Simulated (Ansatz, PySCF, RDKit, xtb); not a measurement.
# AlNH4S: a search for the lowest isomer, part 2 of 2

Task: start from the formula AlNH4S, draw up candidate structures, narrow them down in stages, and characterise the one that lies lowest at 298.15 K.

xtb, Ansatz and PySCF; isolated molecules. The steps go on from the part before.

## Step 11: c953 at CCSD(T)/def2-TZVP

Input file input.yaml:

```yaml
crystal:
  periodic: [false, false, false]
  atoms:
    - symbol: Al
      position_ang: [-0.816366, -0.406238, 0.507505]
    - symbol: "N"
      position_ang: [0.819943, 0.228915, 0.304705]
    - symbol: S
      position_ang: [-2.291887, -0.214985, -1.107597]
    - symbol: H
      position_ang: [-1.237491, -1.114444, 1.842595]
    - symbol: H
      position_ang: [1.181628, 0.696417, -0.511240]
    - symbol: H
      position_ang: [1.533580, 0.166740, 1.014419]
    - symbol: H
      position_ang: [-1.455628, 0.421765, -1.946817]
basis:
  gaussian:
    orbitals: def2-TZVP
correlation:
  method: ccsd_t
  frozen_orbitals: {H: 0, S: 5, "N": 1, Al: 5}
```

Command:

```sh
ansatz run input.yaml --threads 2 --pin off --max-ram 4350MiB --events-out events.jsonl --progress --plain --runs-dir runs
```

The program printed, cut to the lines that bear on the results:

```text
Warning: RAYON_NUM_THREADS=2 ignored (pool sized by the plan → 2); use --threads N
Functional definition: HF
  name "HF"
[...]
843 factors; integrals over basis functions are off by at most 1.5e-3 eV
[...]
mean field -18948.81355912 eV, -696.3560543304 hartree, gradient 3.0e-6 eV, S^2 0.000000; 0 other end points of the search recorded, 0 dependent functions left out
11 core orbitals not correlated: weight in the atoms' cores, before any rotation towards them, 1.000 or more for the frozen orbitals, at most 0.000 for the correlated occupied ones
reference -18948.81355912 eV, -696.3560543304 hartree; 9, 9 occupied and 109, 109 virtual orbitals, 843 factors
second order -12.47249948 eV of doubles, -0.00000000 eV of singles
cycle   1  -13.12212600 eV  change   -6.5e-1 eV  update   7.5e-2
[...]
cycle   9  -13.50887919 eV  change    2.3e-6 eV  update   1.3e-5
perturbative correction -0.52029971 eV, -0.0191206616 hartree
Total energy: -18962.84273802 eV, -696.8716171457 hartree
```

Wall time 5.4 s (2 threads of Arm Neoverse V2, shared host).

## Step 12: Putting it together

Energies in kcal/mol from c452a; G adds the thermal terms to the CCSD(T)/def2-TZVP energy. The columns left of the relaxed level are at the tight-binding geometries.

```
label              SMILES     spin  GFN2-xTB  HF/STO-3G  r2SCAN-D4/def2-SVP  B3LYP-D4/def2-TZVP  HF/def2-TZVP  MP2/def2-TZVP  CCSD(T)/def2-TZVP     G  share at equilibrium     T1
c452a      [NH2][AlH][SH]  singlet       0.0        0.0                 0.0                 0.0           0.0            0.0                0.0   0.0                64.5 %  0.011
 c953      [NH2][AlH][SH]  singlet       0.6        1.8                 1.6                 0.3           0.3            0.4                0.3   0.4                35.5 %  0.011
c696a  [NH2+]1[AlH2-][S]1  singlet      23.4       23.3                37.4                37.9          40.9           39.2               37.4  39.0               < 0.1 %  0.011
```

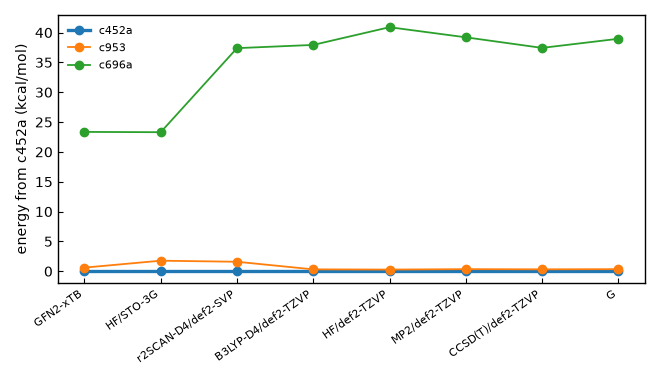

The finalists at each level, measured from c452a.

Lowest found: c452a, `[NH2][AlH][SH]`, a singlet of point group Cs. Bond lengths: Al1–N2 1.765 Å, Al1–S3 2.196 Å, N2–H4 1.008 Å, N2–H5 1.008 Å, Al1–H6 1.570 Å, S3–H7 1.344 Å. Angles: N2–Al1–S3 117.2°, Al1–N2–H4 125.7°, Al1–N2–H5 124.1°, N2–Al1–H6 120.9°, S3–Al1–H6 121.9°, Al1–S3–H7 93.3°, H4–N2–H5 110.2°.

```xyz
7

Al   -0.9013   -0.4540    0.2620
N    -2.3624   -0.8628    1.1648
S     0.9192   -0.0573    1.4245
H    -2.4347   -0.9301    2.1678
H    -3.2527   -1.0638    0.7370
H    -0.9179   -0.3809   -1.3067
H     1.6607    0.1817    0.3289
```

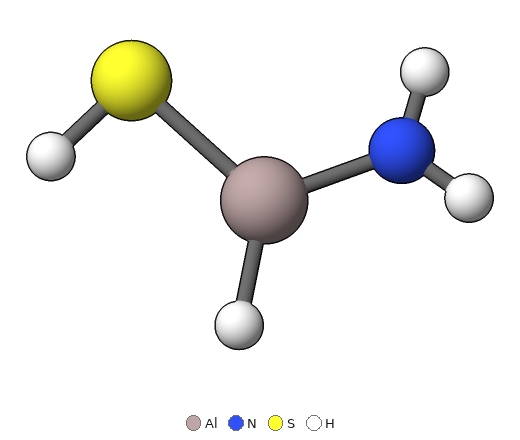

The lowest structure found, seen from a chosen angle (aluminium light grey, nitrogen blue, sulfur yellow, hydrogen white).

## Step 13: Density, orbitals and dipole (PBE0/def2-TZVPD)

Input file input.yaml:

```yaml
basis:
  gaussian:
    orbitals: def2-TZVPD
crystal:
  periodic: [false, false, false]
  atoms:
    - {symbol: Al, position_ang: [-0.901310, -0.453988, 0.262007]}
    - {symbol: N, position_ang: [-2.362407, -0.862772, 1.164763]}
    - {symbol: S, position_ang: [0.919231, -0.057312, 1.424496]}
    - {symbol: H, position_ang: [-2.434747, -0.930094, 2.167766]}
    - {symbol: H, position_ang: [-3.252692, -1.063777, 0.736951]}
    - {symbol: H, position_ang: [-0.917887, -0.380900, -1.306655]}
    - {symbol: H, position_ang: [1.660704, 0.181742, 0.328936]}
hamiltonian:
  xc: pbe0
output: {forces: true, orbitals: {seedname: orbitals}}
```

Command:

```sh
ansatz run input.yaml --threads 2 --pin off --max-ram 4350MiB --events-out events.jsonl --progress --plain --runs-dir runs
```

The program printed, cut to the lines that bear on the results:

```text
Warning: RAYON_NUM_THREADS=2 ignored (pool sized by the plan → 2); use --threads N
Functional definition: PBE0
  name "PBE0"
[...]
992 factors; their error is unknown
[...]
mean field -18982.22895619 eV, -697.5840475232 hartree, gradient 4.3e-5 eV, S^2 0.000000; 0 other end points of the search recorded, 0 dependent functions left out
[...]
reference -18982.22899922 eV, -697.5840491042 hartree; 20, 20 occupied and 142, 142 virtual orbitals, 992 factors
[...]
Atom 2 at     0.919231    -0.057312     1.424496 Å, force    -0.054626    -0.011729    -0.037298 eV/Å
Atom 3 at    -2.434747    -0.930094     2.167766 Å, force    -0.011233    -0.001376    -0.029764 eV/Å
Atom 4 at    -3.252692    -1.063777     0.736951 Å, force     0.020739     0.004160     0.021027 eV/Å
Atom 5 at    -0.917887    -0.380900    -1.306655 Å, force     0.002356     0.005050    -0.090333 eV/Å
Atom 6 at     1.660704     0.181742     0.328936 Å, force    -0.028705    -0.007173    -0.000248 eV/Å
Dipole moment:    -0.260814    -0.060767    -0.085797 e Å
```

It took 2.4 s on 2 threads of Arm Neoverse V2, shared host.

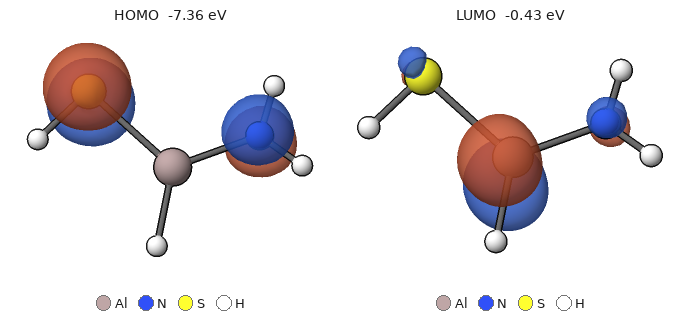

Frontier orbitals of this run, surfaces at ±0.2 Å^-3/2.

## Step 14: Frequencies after a tight-binding relaxation (GFN2-xTB)

Input file start.xyz:

```xyz
7
c452a
Al    -0.901310    -0.453988     0.262007
N     -2.362407    -0.862772     1.164763
S      0.919231    -0.057312     1.424496
H     -2.434747    -0.930094     2.167766
H     -3.252692    -1.063777     0.736951
H     -0.917887    -0.380900    -1.306655
H      1.660704     0.181742     0.328936
```

Command:

```sh
xtb start.xyz --gfn 2 --ohess tight
```

The program printed, cut to the lines that bear on the results:

```text
[...]
         ::                     SUMMARY                     ::
         :::::::::::::::::::::::::::::::::::::::::::::::::::::
         :: total energy              -9.329433244358 Eh    ::
         :: gradient norm              0.000182840263 Eh/a0 ::
         :: HOMO-LUMO gap              4.332994880641 eV    ::
         ::.................................................::
         :: SCC energy                -9.410466715631 Eh    ::
         :: -> isotropic ES            0.045923005898 Eh    ::
         :: -> anisotropic ES          0.002347387364 Eh    ::
         :: -> anisotropic XC         -0.000005141197 Eh    ::
         :: -> dispersion             -0.003084016543 Eh    ::
         :: repulsion energy           0.081033471273 Eh    ::
         :: add. restraining           0.000000000000 Eh    ::
         :: total charge              -0.000000000000 e     ::
         :::::::::::::::::::::::::::::::::::::::::::::::::::::
[...]
          | TOTAL ENERGY               -9.329433244358 Eh   |
          | TOTAL ENTHALPY             -9.284243429900 Eh   |
          | TOTAL FREE ENERGY          -9.320799046200 Eh   |
          | GRADIENT NORM               0.000182839667 Eh/α |
[...]
```

Run time: 0.078 s. Hardware: 2 threads of Arm Neoverse V2, shared host.

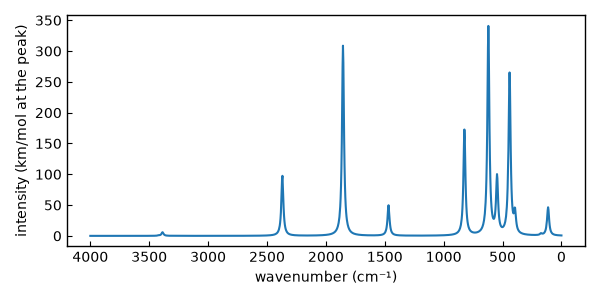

Harmonic infrared spectrum, unscaled, lines broadened by 10 cm⁻¹.

## Step 15: Electronic excitations (TD-B3LYP/def2-SVPD)

An in-house driver calls PySCF's response routines at TD-B3LYP/def2-SVPD; it has no typed input.

The program printed:

```text
coarse grid: 6792 points
cycle   1  E = -697.5273025070  dE =  3.033e-02  |g| = 5.295e-01  |ddm| = 3.607e+00
cycle   2  E = -697.4033353041  dE =  1.240e-01  |g| = 8.813e-01  |ddm| = 1.451e+00
cycle   3  E = -697.5943708449  dE = -1.910e-01  |g| = 8.009e-02  |ddm| = 8.552e-01
cycle   4  E = -697.5960412222  dE = -1.670e-03  |g| = 2.928e-02  |ddm| = 1.490e-01
cycle   5  E = -697.5963017127  dE = -2.605e-04  |g| = 5.222e-03  |ddm| = 4.813e-02
cycle   6  E = -697.5963117581  dE = -1.005e-05  |g| = 1.051e-03  |ddm| = 1.232e-02
cycle   7  E = -697.5963121108  dE = -3.528e-07  |g| = 2.074e-04  |ddm| = 2.226e-03
final grid: 56120 points
cycle   8  E = -697.6694860691  dE = -6.949e-06  |g| = 3.357e-03  |ddm| = 2.215e-02
cycle   9  E = -697.6694812674  dE =  4.802e-06  |g| = 5.702e-03  |ddm| = 7.286e-03
cycle  10  E = -697.6694885558  dE = -7.288e-06  |g| = 1.007e-04  |ddm| = 4.775e-03
cycle  11  E = -697.6694885585  dE = -2.738e-09  |g| = 4.344e-05  |ddm| = 2.049e-04
cycle  12  E = -697.6694885592  dE = -6.123e-10  |g| = 1.217e-05  |ddm| = 8.959e-05
converged SCF energy = -697.6694885592

Static polarisability (au): isotropic 59.026, principal 50.638 56.971 69.470

Singlet excitations
state   eV       nm        f      main configurations
  1   5.6702    218.7   0.00197   H->L+1 0.97
  2   5.8543    211.8   0.08148   H->L 0.95
  3   6.2080    199.7   0.02117   H->L+3 0.51, H->L+2 0.27, H-1->L+1 0.16
  4   6.3437    195.4   0.11096   H->L+3 0.43, H-1->L+1 0.33, H->L+2 0.21
  5   6.4791    191.4   0.04569   H-1->L 0.94
  6   6.5343    189.7   0.01435   H->L+2 0.48, H-1->L+1 0.48
  7   6.6224    187.2   0.01343   H-2->L 0.97
  8   7.0194    176.6   0.04981   H-2->L+1 0.91

Triplet excitations (Tamm-Dancoff, eV): 5.1008 5.4075 5.6149
```

It took 2.8 s on 2 threads of Arm Neoverse V2, shared host.

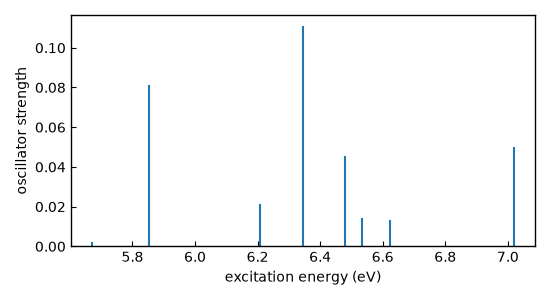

Vertical excitations as sticks.

The roots found:

```
excited state  energy (eV)  strength
            1        5.670    0.0020
            2        5.854    0.0815
            3        6.208    0.0212
            4        6.344    0.1110
            5        6.479    0.0457
            6        6.534    0.0143
            7        6.622    0.0134
            8        7.019    0.0498
```

## Step 16: NMR shieldings (GIAO PBE0/pcSseg-1)

An in-house driver calls PySCF's response routines at GIAO PBE0/pcSseg-1; it has no typed input.

The program printed:

```text
coarse grid: 6792 points
cycle   1  E = -697.4266437286  dE =  3.580e-02  |g| = 4.996e-01  |ddm| = 2.343e+00
cycle   2  E = -697.3578957692  dE =  6.875e-02  |g| = 7.419e-01  |ddm| = 8.920e-01
cycle   3  E = -697.4854938505  dE = -1.276e-01  |g| = 6.958e-02  |ddm| = 5.371e-01
cycle   4  E = -697.4867065753  dE = -1.213e-03  |g| = 2.686e-02  |ddm| = 9.675e-02
cycle   5  E = -697.4868753545  dE = -1.688e-04  |g| = 2.914e-03  |ddm| = 3.119e-02
cycle   6  E = -697.4868775268  dE = -2.172e-06  |g| = 9.227e-04  |ddm| = 4.687e-03
final grid: 56120 points
cycle   7  E = -697.5025425954  dE = -8.685e-06  |g| = 5.850e-03  |ddm| = 1.321e-02
cycle   8  E = -697.5025339929  dE =  8.602e-06  |g| = 8.555e-03  |ddm| = 9.625e-03
cycle   9  E = -697.5025498397  dE = -1.585e-05  |g| = 5.632e-04  |ddm| = 5.612e-03
cycle  10  E = -697.5025499025  dE = -6.274e-08  |g| = 8.925e-05  |ddm| = 5.881e-04
cycle  11  E = -697.5025499047  dE = -2.218e-09  |g| = 2.738e-05  |ddm| = 1.410e-04
cycle  12  E = -697.5025499049  dE = -2.553e-10  |g| = 6.119e-06  |ddm| = 3.747e-05
converged SCF energy = -697.5025499049

GIAO shielding tensors (ppm)
atom      isotropic    diamagn.    paramagn.     s11        s22        s33       span
  0 Al     364.179     796.944    -432.764    345.497    365.236    381.806     36.309
  1 N      225.727     317.103     -91.375    185.106    231.894    260.181     75.075
  2 S      730.162    1058.637    -328.476    698.823    718.674    772.987     74.163
  3 H       30.149      29.926       0.223     23.774     26.854     39.819     16.045
  4 H       30.127      29.568       0.559     24.336     25.408     40.639     16.303
  5 H       26.783      29.476      -2.693     23.255     24.664     32.430      9.175
  6 H       31.081      31.134      -0.053     24.246     26.889     42.108     17.862
```

Wall time 2.1 s (2 threads of Arm Neoverse V2, shared host).

Isotropic shieldings (absolute, not shifts):

```
atoms  shielding (ppm)
  Al1            364.2
   N2            225.7
   S3            730.2
   H4            30.15
   H5            30.13
   H6            26.78
   H7            31.08
```

## Step 17: The cation at the same geometry (PBE0/def2-TZVPD)

Input file input.yaml:

```yaml
crystal:
  periodic: [false, false, false]
  atoms:
    - {symbol: Al, position_ang: [-0.901310, -0.453988, 0.262007]}
    - {symbol: "N", position_ang: [-2.362407, -0.862772, 1.164763]}
    - {symbol: S, position_ang: [0.919231, -0.057312, 1.424496]}
    - {symbol: H, position_ang: [-2.434747, -0.930094, 2.167766]}
    - {symbol: H, position_ang: [-3.252692, -1.063777, 0.736951]}
    - {symbol: H, position_ang: [-0.917887, -0.380900, -1.306655]}
    - {symbol: H, position_ang: [1.660704, 0.181742, 0.328936]}
basis:
  gaussian:
    orbitals: def2-TZVPD
total_charge: 1
magnetization:
  spin_polarized: true
  initial_magnetization: 1
hamiltonian:
  xc: pbe0
```

Command:

```sh
ansatz run input.yaml --threads 2 --pin off --max-ram 4350MiB --events-out events.jsonl --progress --plain --runs-dir runs
```

The program printed, cut to the lines that bear on the results:

```text
Warning: RAYON_NUM_THREADS=2 ignored (pool sized by the plan → 2); use --threads N
[... 2 set-up lines as earlier in the session ...]
[...]
992 factors; their error is unknown
[...]
mean field -18972.85327629 eV, -697.2394976418 hartree, gradient 4.0e-5 eV, S^2 0.770580; 2 other end points of the search recorded, 0 dependent functions left out
reference -18972.85331052 eV, -697.2394988997 hartree; 20, 19 occupied and 142, 143 virtual orbitals, 992 factors
Total energy: -18972.85331052 eV, -697.2394988997 hartree
```

Wall time 4.5 s (2 threads of Arm Neoverse V2, shared host).

Difference from the parent: 9.38 eV.

## Step 18: The anion at the same geometry (PBE0/def2-TZVPD)

Input file input.yaml:

```yaml
basis:
  gaussian:
    orbitals: def2-TZVPD
crystal:
  periodic: [false, false, false]
  atoms:
    - symbol: Al
      position_ang: [-0.901310, -0.453988, 0.262007]
    - symbol: N
      position_ang: [-2.362407, -0.862772, 1.164763]
    - symbol: S
      position_ang: [0.919231, -0.057312, 1.424496]
    - symbol: H
      position_ang: [-2.434747, -0.930094, 2.167766]
    - symbol: H
      position_ang: [-3.252692, -1.063777, 0.736951]
    - symbol: H
      position_ang: [-0.917887, -0.380900, -1.306655]
    - symbol: H
      position_ang: [1.660704, 0.181742, 0.328936]
total_charge: -1
magnetization:
  spin_polarized: true
  initial_magnetization: 1
hamiltonian:
  xc: pbe0
scf:
  lower_state_search: off
```

Command:

```sh
ansatz run input.yaml --threads 2 --pin off --max-ram 4350MiB --events-out events.jsonl --progress --plain --runs-dir runs
```

The program printed, cut to the lines that bear on the results:

```text
Warning: RAYON_NUM_THREADS=2 ignored (pool sized by the plan → 2); use --threads N
[... 2 set-up lines as earlier in the session ...]
[...]
992 factors; their error is unknown
[...]
a density is far from that of the atoms, so the factors are made again for it
1127 factors; integrals over basis functions are off by at most 1.3e-3 eV
[...]
mean field -18981.63054165 eV, -697.5620561944 hartree, gradient 2.8e-6 eV, S^2 0.750526; 0 other end points of the search recorded, 0 dependent functions left out
reference -18981.63057103 eV, -697.5620572739 hartree; 21, 20 occupied and 141, 142 virtual orbitals, 1127 factors
Total energy: -18981.63057103 eV, -697.5620572739 hartree
Checks for a lower state left out: stability, starts, cluster_reference, orbital_swaps, neighbouring_geometries, increment
```

Wall time 5.1 s (2 threads of Arm Neoverse V2, shared host).

Parent less the species with the added electron: -0.60 eV. The extra electron isn't bound at this geometry, so the number measures the basis, not the molecule.

## Step 19: The triplet at the same geometry (PBE0/def2-TZVPD)

Changes to input.yaml since step 18:

```diff
@@ -1,4 +1 @@
-basis:
-  gaussian:
-    orbitals: def2-TZVPD
 crystal:
@@ -20,9 +17,9 @@
       position_ang: [1.660704, 0.181742, 0.328936]
-total_charge: -1
+basis:
+  gaussian:
+    orbitals: def2-TZVPD
 magnetization:
   spin_polarized: true
-  initial_magnetization: 1
+  initial_magnetization: 2
 hamiltonian:
   xc: pbe0
-scf:
-  lower_state_search: off
```

Command:

```sh
ansatz run input.yaml --threads 2 --pin off --max-ram 4350MiB --events-out events.jsonl --progress --plain --runs-dir runs
```

The program printed, cut to the lines that bear on the results:

```text
Warning: RAYON_NUM_THREADS=2 ignored (pool sized by the plan → 2); use --threads N
[... 2 set-up lines as earlier in the session ...]
[...]
992 factors; their error is unknown
[...]
mean field -18977.01107918 eV, -697.3922940797 hartree, gradient 1.6e-5 eV, S^2 2.013526; 7 other end points of the search recorded, 0 dependent functions left out
reference -18977.01112771 eV, -697.3922958631 hartree; 21, 19 occupied and 141, 143 virtual orbitals, 992 factors
Total energy: -18977.01112771 eV, -697.3922958631 hartree
```

It took 12 s on 2 threads of Arm Neoverse V2, shared host.

It lies 5.22 eV above the singlet.

## Step 20: Stability of the closed-shell solution (PBE0/def2-SVP)

Input file calc.py:

```python
from pyscf import gto, dft

mol = gto.Mole()
mol.atom = [
    ('Al', (-0.901310, -0.453988, 0.262007)),
    ('N', (-2.362407, -0.862772, 1.164763)),
    ('S', (0.919231, -0.057312, 1.424496)),
    ('H', (-2.434747, -0.930094, 2.167766)),
    ('H', (-3.252692, -1.063777, 0.736951)),
    ('H', (-0.917887, -0.380900, -1.306655)),
    ('H', (1.660704, 0.181742, 0.328936)),
]
mol.basis = 'def2-svp'
mol.charge = 0
mol.spin = 0
mol.verbose = 3
mol.max_memory = 3100
mol.build()

myscf = dft.RKS(mol, xc='pbe0')
myscf = myscf.density_fit(auxbasis='def2-universal-jkfit')
myscf.grids.level = 3
myscf.max_cycle = 100
myscf.kernel()
if not myscf.converged:
    myscf = myscf.newton().run(myscf.mo_coeff, myscf.mo_occ)

etot = myscf.e_tot
print('Final energy', etot)
mo_i, mo_e, stable_i, stable_e = myscf.stability(internal=True, external=True, return_status=True)
print('stable: internal', stable_i, 'external', stable_e)
```

Command:

```sh
OMP_NUM_THREADS=2 python calc.py
```

The program printed:

```text
converged SCF energy = -697.289316419215
Final energy -697.2893164192147
<class 'pyscf.df.df_jk.DFRKS'> wavefunction is stable in the internal stability analysis
<class 'pyscf.df.df_jk.DFRKS'> wavefunction is stable in the real -> complex stability analysis
<class 'pyscf.df.df_jk.DFRKS'> wavefunction is stable in the RHF/RKS -> UHF/UKS stability analysis
stable: internal True external True
```

Run time: 26 s. Hardware: 2 threads of Arm Neoverse V2, shared host.

## Step 21: Outcome

This closing draws on all 2 parts.

```
                                                     quantity                                                                              value
                                       lowest structure found                                                        [NH2][AlH][SH], singlet, Cs
                                                next finalist                                  [NH2][AlH][SH], singlet, 0.4 kcal/mol higher in G
                    share at equilibrium, among the finalists                                                                             64.5 %
                                                       funnel  16 starts, 7 minima at GFN2-xTB, 7 screening runs, 1 rescued, 3 relaxed, 3 ranked
                                         CPU time of all runs                                                                             13 min
harmonic wavenumbers, lowest and highest (B3LYP-D4/def2-TZVP)                                                                  169 and 3654 cm⁻¹
                          rotational constants, same geometry                                                       0.7123, 0.1161, 0.09983 cm⁻¹
                              dipole moment (PBE0/def2-TZVPD)                                                                             1.35 D
                                HOMO energy (PBE0/def2-TZVPD)                                                                           -7.36 eV
                                LUMO energy (PBE0/def2-TZVPD)                                                                           -0.43 eV
                              HOMO–LUMO gap (PBE0/def2-TZVPD)                                                                            6.93 eV
                       lowest excitation (TD-B3LYP/def2-SVPD)                                                                5.67 eV (f = 0.002)
                 strongest of the states computed, same level                                                                6.34 eV (f = 0.111)
          lowest triplet excitation, same level, Tamm-Dancoff                                                                            5.10 eV
                                   vertical ionisation energy                                                                            9.38 eV
                                   vertical electron affinity                                 -0.60 eV (unbound: the value depends on the basis)
                                vertical triplet less singlet                                                                           +5.22 eV
```

In words: The search ends on `[NH2][AlH][SH]`. The next finalist is drawn with the same bonds. At 0.4 kcal/mol the two aren't resolved. GFN2-xTB, HF/STO-3G, r2SCAN-D4/def2-SVP, B3LYP-D4/def2-TZVP, HF/def2-TZVP and MP2/def2-TZVP already put its bonding pattern lowest among the structures in one piece. The largest share of the time went into the vibrations (34 %). Lowest found is not proven lowest: the search is finite, and each finalist counts with one conformer. Patterns outside the rules of the enumeration were met only by chance.
